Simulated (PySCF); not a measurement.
# C$_{2}$H$_{7}$BSi: what the fields show

```xyz
11

B     2.1129   -0.1407   -0.0352
Si    0.3741    0.0208    0.7152
C    -1.0584    0.8017   -0.3024
C    -1.1562   -0.6859   -0.2097
H     2.2898   -0.2289   -1.1898
H     3.0603   -0.1572    0.6548
H    -0.0054    0.1312    2.1306
H    -1.8063    1.3722    0.2267
H    -0.8373    1.2163   -1.2743
H    -1.9688   -1.0833    0.3790
H    -0.9993   -1.2434   -1.1208
```

Geometry: GFN2-xTB.

Theory: B3LYP/def2-SVPD, SCF density, gas phase in PySCF.

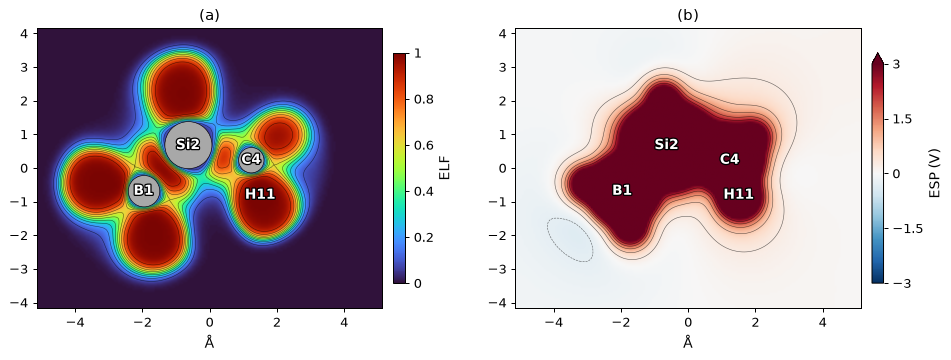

Figure 1. (a) ELF; (b) electrostatic potential on the plane of atoms B1, Si2 and C4. Grey discs cover the atomic cores in the ELF map.

**What do the fields say about this system?**

- Atoms in the plane: B, Si, C and H.
- Si–B (1.90 Å): the ELF peaks at about 1 between the atoms: a covalent bond.
- C–Si (1.92 Å): the ELF peaks at about 0.85 between the atoms (a covalent bond).
- C–H (1.08 Å): the ELF climbs to about 1 towards the hydrogen, as it does in any bond to H (a covalent bond by its length).
- Outside the dense part of the molecule the potential is most negative (−0.4 V) near H6, which lies off the plane.

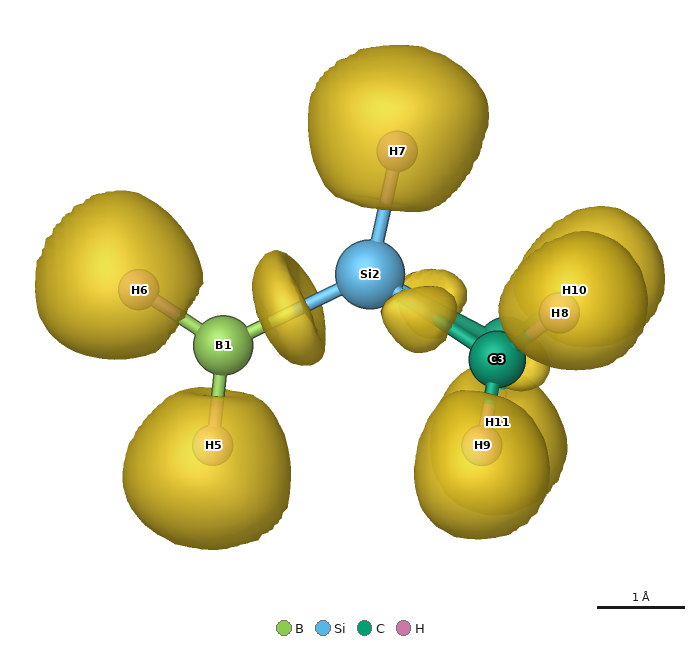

Figure 2. Isosurface of the electron localisation function at 0.85 (yellow), seen across its widest extent. Core shells and regions of very low density are left out.

**Identify the bonds, lone pairs and shells in this picture.**

The ELF exceeds this value in one region between bonded B–Si atoms (shared pairs), one region between bonded C–C atoms (shared pairs), two regions between bonded C–Si atoms (shared pairs) and seven regions around hydrogen nuclei.


C–C (1.49 Å): the ELF peaks at about 0.95 between the atoms: localised, covalent bonding.

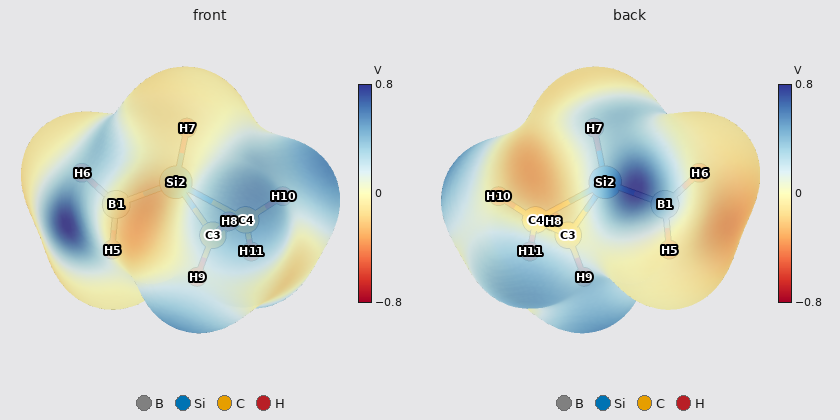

Figure 3. The molecular electrostatic potential painted on the density surface at 0.001 e/bohr³, seen from the front and from behind; the colour scale runs from red (negative) to blue (positive).

**Which sites attract a positive test charge, and which a negative one?**

A positive charge is drawn to the negative regions and a negative charge to the positive ones. The most negative region (about −0.3 V) lies over C3, C4 and H6, the most positive (about +0.8 V) over B1.
